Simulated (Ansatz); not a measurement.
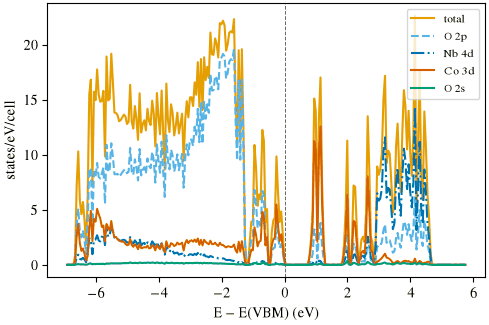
Total and projected density of states of Co$_{2}$Li$_{3}$Nb$_{3}$O$_{12}$ in space group P1 (No. 1; Pearson symbol aP20), the program Ansatz at the r²SCAN level (PAW)

Which orbitals carry the states next to the gap?

Top 1 eV of the valence band: O 2p 51 %, Co 3d 44 %. Bottom 1 eV of the conduction band: Co 3d 74 %, O 2p 22 %. Projections are on Löwdin-orthogonalised atomic valence shells; empty p or d shells of many metals are not among them.

Where is the tallest occupied peak in this window, and what makes it?

Near -1.6 eV, about 22 states/eV per cell; the largest projected share is O 2p.

The start of the workflow was typed in or built on a structure type; neither database checked (COD, Materials Project) lists it. Its standing as an ambient phase is unchecked. The r²SCAN relaxation kept the symmetry of its start, as lowered by the spin order; its stability against distortions is not shown here. Magnetic state: antiferromagnetic, chosen from 3 collinear starts compared on coarse meshes (ties went to the first, and starts can fall back to one state), not a proven ground state. Other orbital occupations within this spin state were not tried. No Hubbard U is applied. Spin–orbit coupling is left out wherever it is not named.

Potentials: the later of the program's two PAW sets.
